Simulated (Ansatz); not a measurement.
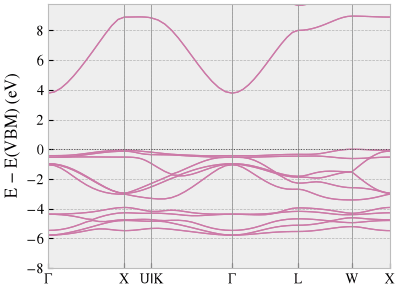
Fig. 1. Band structure from the program Ansatz at the r²SCAN with spin–orbit coupling level (PAW)

### Question
Read off the gap and where the band edges lie.

### Answer
About 3.8 eV (3.78 eV by a search for the band edges); maximum at W, minimum at Γ.

The material is CdF₂ (fluorite, Fm-3m).

The r²SCAN relaxation kept the symmetry of its start.

Potentials: the earlier of the program's two PAW sets. The files were generated under PBE; for other functionals the program regenerates the frozen cores, and for LDA and PBEsol the local potential too.
